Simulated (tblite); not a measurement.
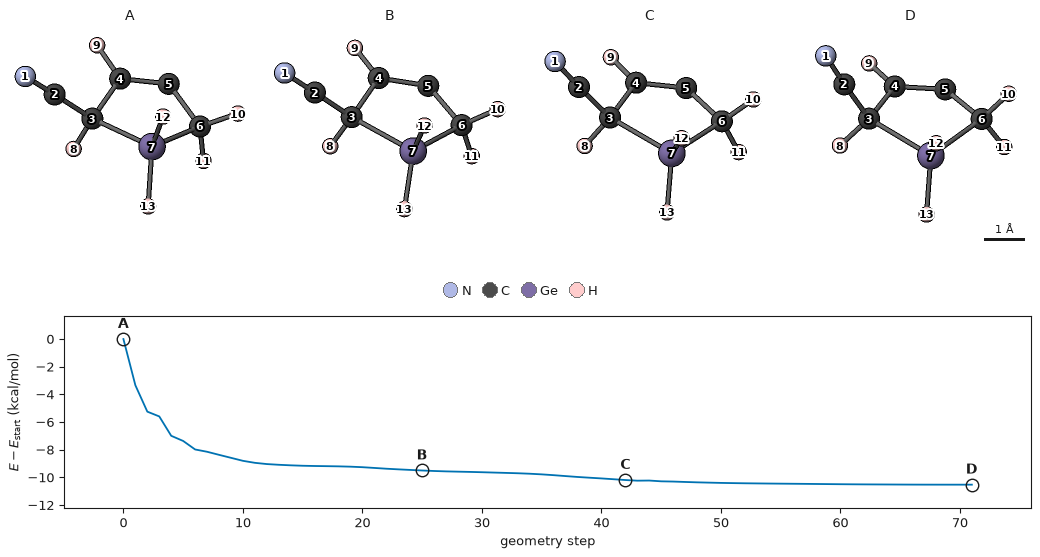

Frames of a relaxation of C5H6GeN (multiplicity 2), marked on the history of the run. The picture is a ball-and-stick view, seen from a free direction.

Theory: GFN2-xTB geometry optimisation, gas phase (tblite). 

> Describe the path.

Over 71 geometry steps the energy falls by 10.5 kcal/mol. The atom that moves furthest after the best rigid fit is N1 (0.75 Å). By element the largest moves are N 0.75 Å, H 0.72 Å, C 0.36 Å, Ge 0.24 Å. Among the contacts that change: C3–Ge7 1.949 → 2.024 Å, C6–Ge7 1.977 → 2.048 Å, C3–C4 1.481 → 1.545 Å, C2–C3 1.478 → 1.424 Å. Among the angles between lasting bonds that change: H12–Ge7–H13 114.7° → 108.4°, C4–C5–C6 123.8° → 128.6°, C6–Ge7–H12 112.3° → 117.0°. From step 0 to 25: H atoms move most (0.25 Å), energy −9.50 kcal/mol. From step 25 to 42: N1 moves most (0.41 Å), energy −0.69 kcal/mol. From step 42 to 71: N1 moves most (0.31 Å), energy −0.34 kcal/mol.
